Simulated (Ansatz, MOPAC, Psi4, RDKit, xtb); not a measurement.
H2 (SMILES [H][H]) and CH2O2 (SMILES O=CO) are pulled apart as rigid monomers along the line of their centres of mass, from the B3LYP-D3(BJ)/def2-TZVP minimum. Starting geometry (charge 0, multiplicity 1):
```tsv
atom	x (Å)	y (Å)	z (Å)
H	0.0150	0.4129	-0.4402
H	-0.0776	-0.1963	-0.0196
O	-0.1370	-1.1756	2.7108
C	0.0718	-0.1692	3.3260
O	0.2679	1.0427	2.7836
H	0.1318	-0.0997	4.4196
H	0.2092	0.9488	1.8174
```

Interaction energies with rigid monomers; basis-set methods are counterpoise corrected unless marked otherwise.

Correlated levels freeze the cores. The state that PM3 reach isn't checked.

Programs: Ansatz (a program for electronic structure) with Gaussian orbitals; MOPAC for PM3 (differences of heats of formation); Psi4 for SAPT; RDKit for the force fields; xtb for the GFN methods. Each number belongs to the level named beside it.

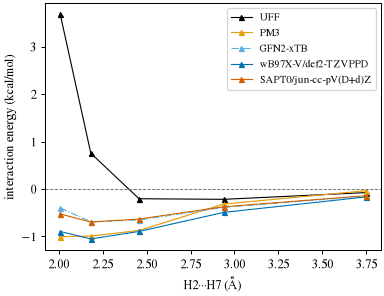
Figure. Interaction energy against separation

Which level binds most strongly at H2···H7 = 2.18, and by how much?

wB97X-V/def2-TZVPPD, -1.1 kcal/mol.
